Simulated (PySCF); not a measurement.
# C₄H₁₂O₃Si, SMILES `C[Si](OC)(OC)OC`: electronic structure

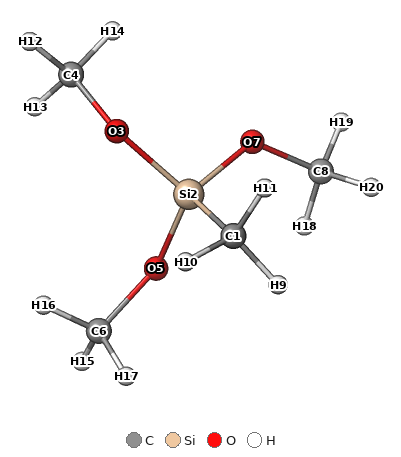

The molecule, with its atoms numbered as below. No frequency check shows the geometry to be a minimum.

Coordinates in Å:

```
C1      -0.2544    0.7114    2.0440
Si2     -0.0506   -0.0019    0.2990
O3       1.1525   -1.0795    0.4655
C4       1.5984   -2.0321   -0.4644
O5       0.2375    1.1656   -0.8165
C6       1.2594    2.1244   -0.8011
O7      -1.3383   -0.7965   -0.2914
C8      -2.5762   -0.2643   -0.6788
H9      -0.9636    1.5343    2.0409
H10      0.6859    1.0887    2.4319
H11     -0.6177   -0.0347    2.7420
H12      2.4022   -2.5994    0.0063
H13      1.9747   -1.5468   -1.3678
H14      0.7853   -2.7049   -0.7401
H15      1.2837    2.6004   -1.7822
H16      2.2280    1.6634   -0.5959
H17      1.0630    2.8798   -0.0365
H18     -2.4403    0.6011   -1.3284
H19     -3.1175   -1.0444   -1.2154
H20     -3.1516    0.0369    0.1997
```

Part 1: Bonding charge

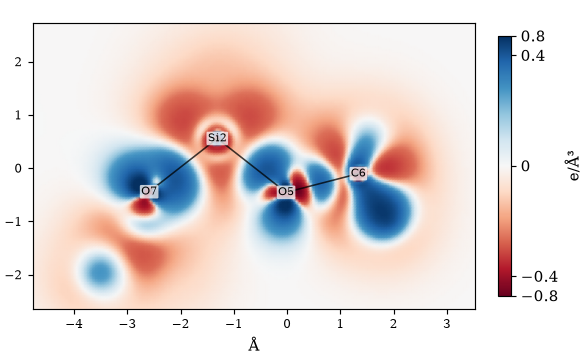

Deformation density (molecule less spherical, spin-averaged free atoms) in the plane of Si2, O5, C6 and O7; colour scale in e/Å³, logarithmic beyond ±0.1; blue: gain, red: loss.

Method: B3LYP/def2-SVPD; geometry: GFN2-xTB; program: PySCF.

Question: How much density has each bond in this plane gained at its critical point, relative to the free atoms?

Answer: O5–C6: +0.06 e/Å³ at the bond critical point (bond length 1.40 Å); up to 0.6 Å beside the axis the gain reaches +0.29 e/Å³. Si2–O7: +0.05 e/Å³ at the bond critical point (bond length 1.62 Å); up to 0.6 Å beside the axis the gain reaches +0.37 e/Å³. Si2–O5: +0.05 e/Å³ at the bond critical point (bond length 1.64 Å); up to 0.6 Å beside the axis the gain reaches +0.37 e/Å³. In all, 4.5 electrons gather in the regions of gain relative to the promolecule. A small or negative value marks a very polar bond, one between electron-rich atoms, whose free-atom densities already overlap strongly, a long bond to a heavier atom, or a closed-shell contact such as a hydrogen bond.

Question: Where do the Hirshfeld charges lie?

Answer: The highest Hirshfeld charge is on Si2 (+0.53 e), the lowest on O5 (−0.25 e).

| atom | charge (e) |
| --- | --- |
| C1 | −0.20 |
| Si2 | +0.53 |
| O3 | −0.24 |
| C4 | −0.02 |
| O5 | −0.25 |
| C6 | −0.02 |
| O7 | −0.24 |
| C8 | −0.02 |
| H9 | +0.03 |
| H10 | +0.04 |
| H11 | +0.04 |
| H12 | +0.04 |
| H13 | +0.04 |
| H14 | +0.04 |
| H15 | +0.04 |
| H16 | +0.04 |
| H17 | +0.04 |
| H18 | +0.04 |
| H19 | +0.04 |
| H20 | +0.04 |

Part 2: Bond critical points

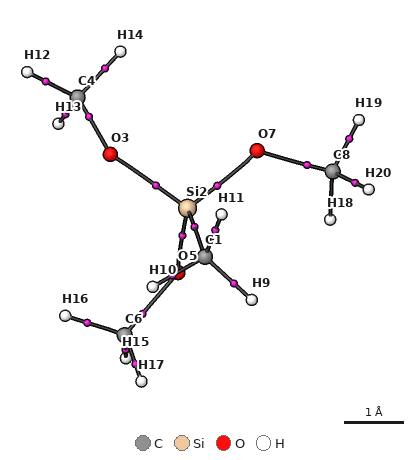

Molecular graph of the electron density (QTAIM): bond paths, bond critical points (magenta), ring points (cyan, if any); weak paths are dashed.

Question: How many critical points of each kind are there, and does the count close?

Answer: 20 nuclei, 19 bond, 0 ring and 0 cage critical points: 20 − 19 + 0 − 0 = 1, as the Poincaré–Hopf relation requires.

Question: Tabulate density, Laplacian, ellipticity and energy density at the bond critical points (atomic units).

Answer:
| bond | length (Å) | ρ (a.u.) | ∇²ρ (a.u.) | ε | H (a.u.) |
| --- | --- | --- | --- | --- | --- |
| C8–H18 | 1.091 | 0.285 | −1.09 | 0.05 | −0.311 |
| C8–H19 | 1.091 | 0.285 | −1.10 | 0.05 | −0.311 |
| C6–H15 | 1.091 | 0.285 | −1.09 | 0.05 | −0.311 |
| C4–H12 | 1.091 | 0.285 | −1.09 | 0.05 | −0.311 |
| C4–H14 | 1.091 | 0.285 | −1.09 | 0.05 | −0.311 |
| C6–H16 | 1.092 | 0.283 | −1.07 | 0.05 | −0.308 |
| C4–H13 | 1.092 | 0.283 | −1.07 | 0.05 | −0.307 |
| C6–H17 | 1.093 | 0.283 | −1.07 | 0.05 | −0.307 |
| C8–H20 | 1.092 | 0.283 | −1.07 | 0.05 | −0.307 |
| C1–H11 | 1.084 | 0.274 | −0.98 | 0.03 | −0.296 |
| C1–H10 | 1.085 | 0.273 | −0.98 | 0.03 | −0.294 |
| C1–H9 | 1.086 | 0.273 | −0.96 | 0.03 | −0.292 |
| O5–C6 | 1.401 | 0.255 | −0.32 | 0.01 | −0.368 |
| O7–C8 | 1.402 | 0.253 | −0.30 | 0.01 | −0.365 |
| O3–C4 | 1.404 | 0.252 | −0.31 | 0.01 | −0.363 |
| Si2–O3 | 1.624 | 0.133 | +1.07 | 0.06 | −0.023 |
| Si2–O7 | 1.624 | 0.132 | +1.07 | 0.07 | −0.023 |
| Si2–O5 | 1.640 | 0.128 | +1.01 | 0.07 | −0.022 |
| C1–Si2 | 1.896 | 0.116 | +0.31 | 0.02 | −0.063 |

Question: What kind of interaction is C6–H16?

Answer: Shared-shell (covalent): ρ = 0.283, ∇²ρ = −1.07, H = −0.308 a.u.

Part 3: Local ionisation energy

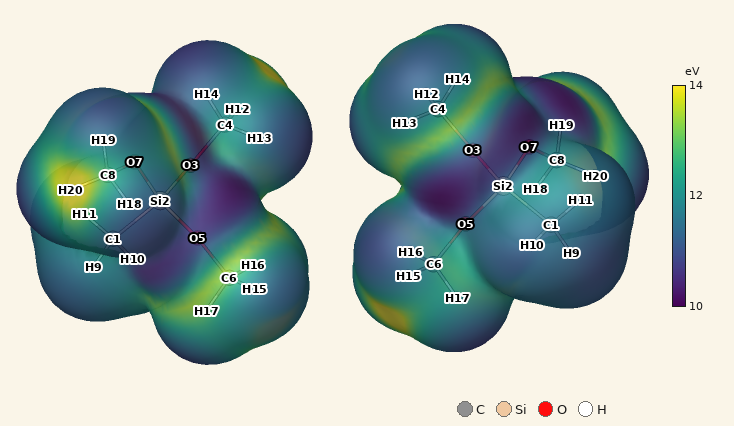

Average local ionisation energy on the surface of electron density 0.001 a.u. (back view left, front view right).

Question: Where are the most loosely bound electrons on this surface?

Answer: The lowest value is 10.0 eV, 1.9 Å from O7. Further minima include 10.0 eV, 1.9 Å from O5; 10.1 eV, 1.9 Å from O3; 10.3 eV, about equally far (1.9 Å) from O5 and H18. For comparison, the highest occupied orbital lies at −7.8 eV.

Question: What volume does the surface enclose, and what is the dipole moment?

Answer: About 183 Å³; the dipole moment is 1.0 D.

Part 4: In an electric field

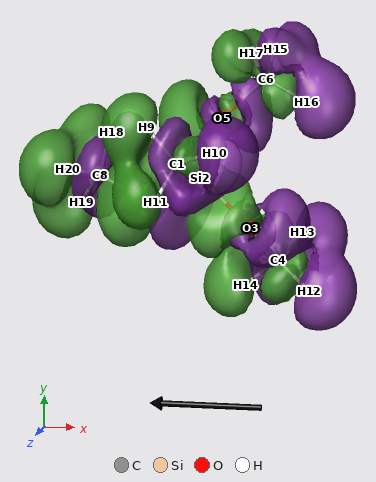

Change of the electron density in a uniform field of 0.21 V/Å along −x (arrow), surfaces at ±0.001 e/Å³ (purple: gain, green: loss).

Computed with PySCF, B3LYP/def2-SVPD, geometry: GFN2-xTB.

The field was applied in both directions; the picture shows the one opposite to the script's first.

Question: What dipole is induced, and what polarisability does it imply?

Answer: The induced dipole is 0.88 D (along the field); α along this axis, from the fields in both directions, is 87 bohr³ (12.8 Å³).
